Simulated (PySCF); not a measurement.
# B3H6N3, SMILES `B1NBNBN1`: electronic structure

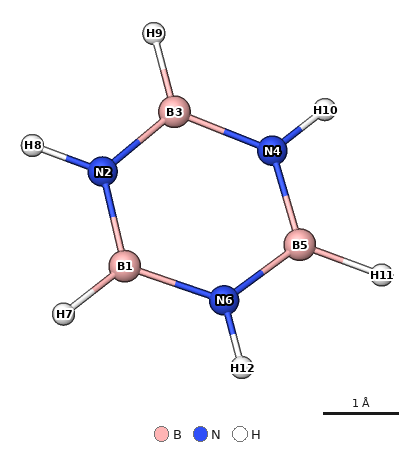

The molecule, with its atoms numbered as below. No frequency check shows the geometry to be a minimum.

Cartesian coordinates (Å):

```
B1       1.3861   -0.3849    0.0000
N2       0.3488   -1.3501    0.0000
B3      -1.0264   -1.0079    0.0000
N4      -1.3436    0.3730    0.0000
B5      -0.3597    1.3928    0.0000
N6       0.9949    0.9771    0.0000
H7       2.5185   -0.6993    0.0000
H8       0.6010   -2.3265    0.0000
H9      -1.8648   -1.8314    0.0000
H10     -2.3153    0.6428    0.0000
H11     -0.6536    2.5307    0.0000
H12      1.7143    1.6837    0.0000
```

### 1. Bonding charge

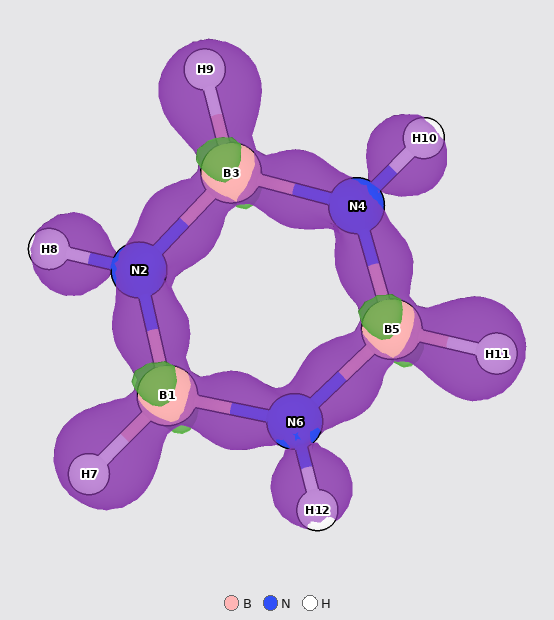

Deformation density (molecule less spherical, spin-averaged free atoms at the same positions), surfaces at ±0.15 e/Å³; purple: gain, green: loss.

Computed with PySCF, B3LYP/def2-SVP, geometry: GFN2-xTB.

Q: How much density has each bond gained at its critical point, relative to the free atoms?

A: N4–H10, N6–H12 and N2–H8: +0.80 e/Å³ at the bond critical point (bond length 1.01 Å, Mayer order 0.9). B1–H7, B3–H9 and B5–H11: +0.43 e/Å³ at the bond critical point (bond length 1.18 Å, Mayer order 0.9). B3–N4, B1–N2, B5–N6, N4–B5 and 2 more like them: +0.38 e/Å³ at the bond critical point (bond length 1.42 Å, Mayer order 1.3). In all, 2.8 electrons gather in the regions of gain relative to the promolecule.

Q: Where do the Hirshfeld charges lie?

A: The highest Hirshfeld charge is on B1, B3 and B5 (+0.15 e), the lowest on N2, N4 and N6 (−0.21 e).

```
atom  charge (e)
  B1       +0.15
  N2       −0.21
  B3       +0.15
  N4       −0.21
  B5       +0.15
  N6       −0.21
  H7       −0.08
  H8       +0.13
  H9       −0.08
 H10       +0.13
 H11       −0.08
 H12       +0.13
```

### 2. Bond critical points

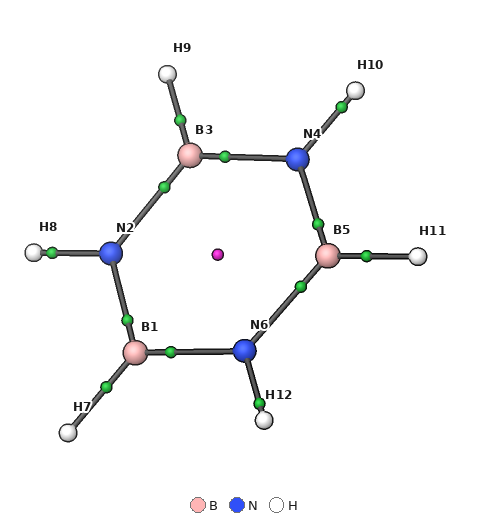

Molecular graph of the electron density (QTAIM): bond paths, bond critical points (green), ring points (magenta, if any); weak paths are dashed.

Q: How many critical points of each kind are there, and does the count close?

A: 12 nuclei, 12 bond, 1 ring and 0 cage critical points: 12 − 12 + 1 − 0 = 1, as the Poincaré–Hopf relation requires.

Q: Give the properties at the bond critical points.

A:
| bond | length (Å) | ρ (a.u.) | ∇²ρ (a.u.) | ε | H (a.u.) |
| --- | --- | --- | --- | --- | --- |
| N4–H10 (3 alike) | 1.008 | 0.337 | −1.57 | 0.02 | −0.444 |
| B3–N4 (6 alike) | 1.417 | 0.203 | +0.64 | 0.04 | −0.175 |
| B1–H7 (3 alike) | 1.175 | 0.178 | −0.10 | 0.13 | −0.184 |

Q: What kind of interaction is N4–H10?

A: Shared-shell (covalent): ρ = 0.337, ∇²ρ = −1.57, H = −0.444 a.u.

### 3. Local ionisation energy

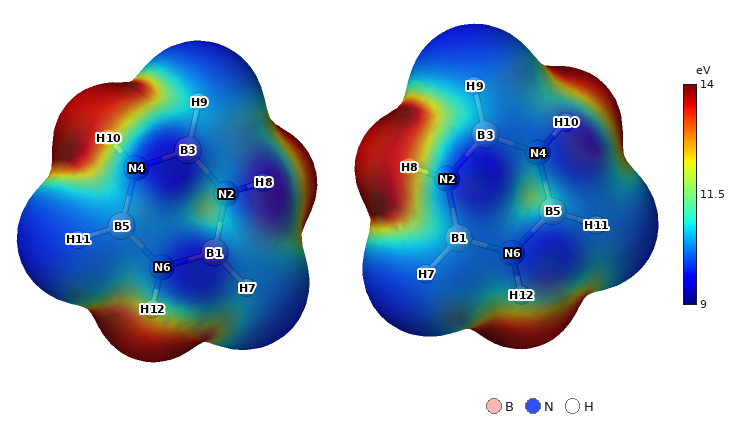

Average local ionisation energy on the surface of electron density 0.001 a.u. (back view left, front view right).

Q: Locate the minima of the map.

A: The lowest value is 9.4 eV, off the molecular plane, over N4 (2.0 Å), and at like points elsewhere. For comparison, the highest occupied orbital lies at −7.7 eV.

### 4. Localised orbitals

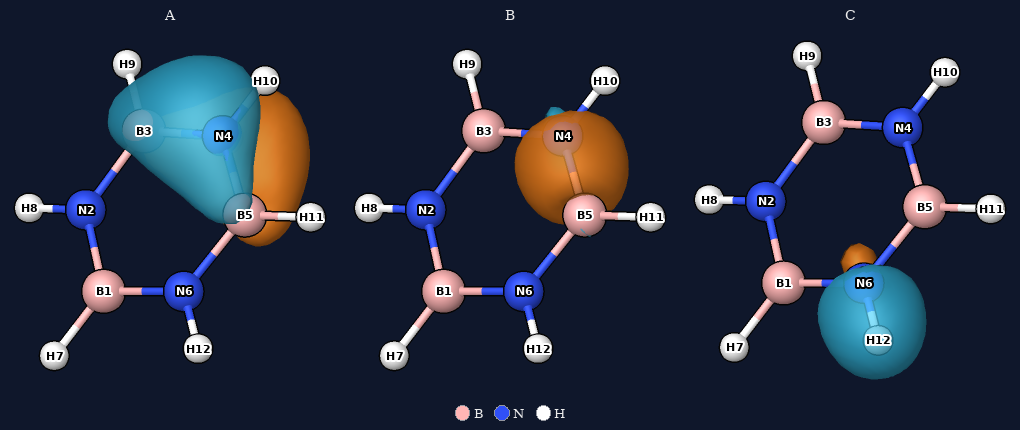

Pipek–Mezey orbitals, occupied; each surface holds about 80 % of the orbital's density. Energies are diagonal elements of the Fock matrix.

PySCF calculation, B3LYP/def2-TZVP, gas phase; geometry: GFN2-xTB.

Q: Name the orbitals, with their atomic make-up and energies.

A: By panel:
- A: p-type lone pair on N4, partly delocalised onto B3 and B5 (N4 75 %, B3 12 %, B5 12 %; −8.7 eV)
- B: σ bond N4–B5 (N4 65 %, B5 34 %; −16.5 eV)
- C: σ bond N6–H12 (N6 61 %, H12 37 %; −16.2 eV)

Q: How do all the valence pairs divide up?

A: 15 pairs: 12 σ bonds and 3 partly delocalised lone pairs.

### 5. The π system

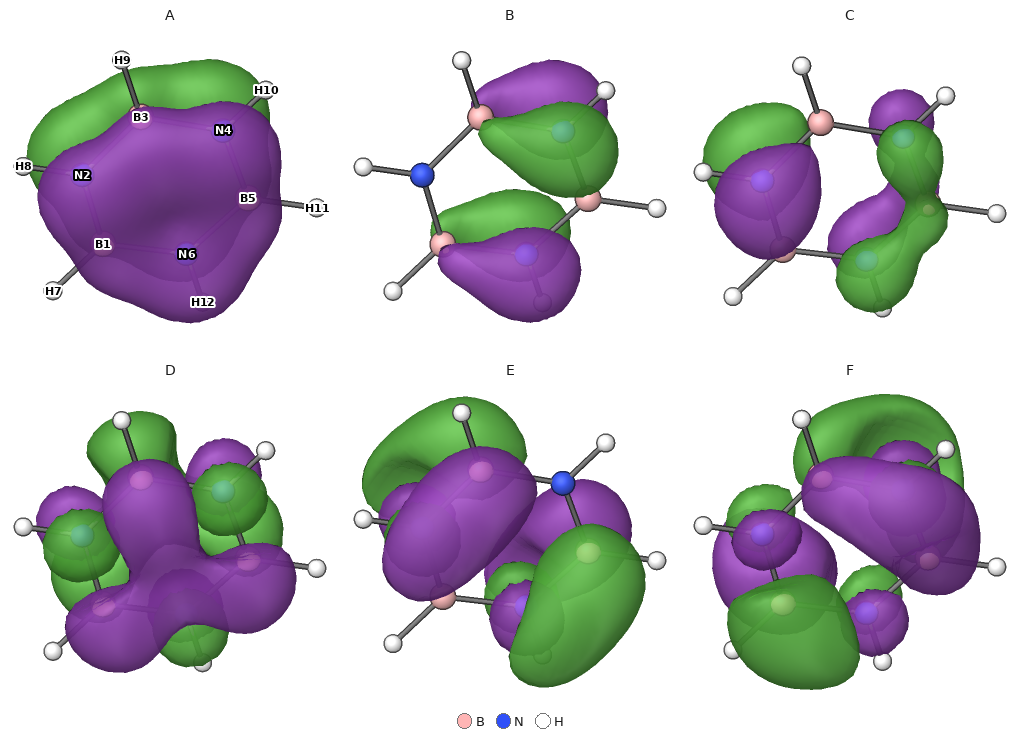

Natural orbitals of the π active space, CASSCF(6,6), singlet state, in order of falling occupation.

PySCF calculation, 6-31+G* basis, gas phase; geometry: GFN2-xTB.

Q: What are the natural occupation numbers?

A: A 1.98, B 1.98, C 1.98, D 0.03, E 0.02, F 0.02.

Q: How multiconfigurational is the state?

A: The leading determinant weighs 0.97; the effective number of unpaired electrons, Σ n²(2−n)², is 0.01; the most occupied of the weakly occupied orbitals holds 0.03 e, as in an ordinary closed-shell π system. The active space lowers the energy by 1.08 eV against Hartree–Fock.

Q: Where does the lowest triplet lie relative to the singlet, at this geometry and within this active space?

A: 6.85 eV above it by strongly contracted NEVPT2 (+7.00 eV by CASSCF); a small basis tends to put such gaps a few tenths of an eV too high. This is a vertical energy for π states alone; a state that uses lone pairs or σ orbitals may lie lower.

### 6. Stretching a bond

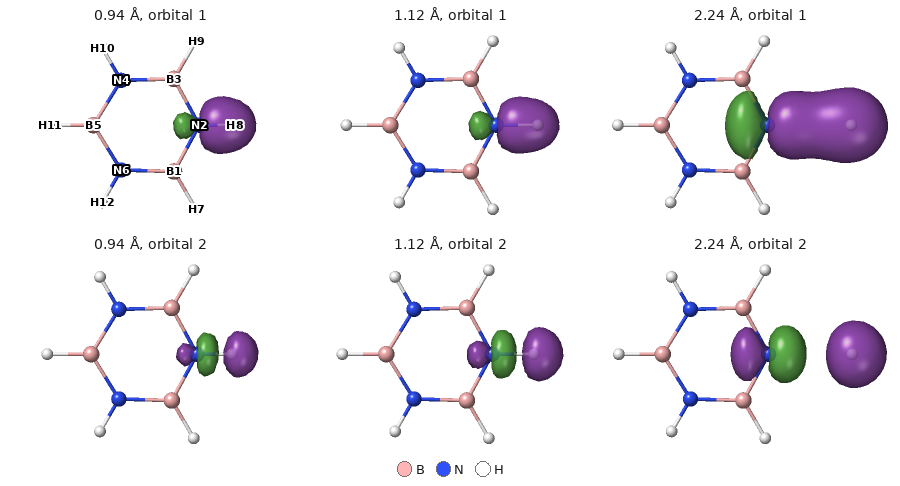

Rigid stretch of the N2–H8 bond. The two CASSCF(2,2) natural orbitals nearest half filling (orbital 1 the more occupied).

PySCF calculation, 6-31G* basis, gas phase; geometry: GFN2-xTB.

Q: How do the occupations change along the stretch?

A: 0.94 Å: 1.99 and 0.01; 1.12 Å: 1.97 and 0.03; 2.24 Å: 1.54 and 0.46. At the longest distance computed (2.86 Å) they are 1.23 and 0.77, and the effective number of unpaired electrons is 1.8.

Q: Where does the UHF solution part from RHF?

A: Between 1.38 Å (⟨S²⟩ = 0, the two coincide) and 1.58 Å (⟨S²⟩ = 0.27); at 2.86 Å ⟨S²⟩ is 1.00 and UHF lies 4.4 eV below RHF.

Q: How much energy does the stretch cost?

A: By CASSCF, 4.8 eV from the lowest point of the scan (1.02 Å) to 2.86 Å; RHF gives 8.6 eV from its own lowest point. The fragments aren't relaxed and dynamic correlation is missing, so this isn't a bond dissociation energy.

The PySCF runs shown took 7.9 s, 18 s, 100 s and 2.6 min on 1 thread of Intel(R) Xeon(R) 6975P-C (Granite Rapids), with other jobs on the host.
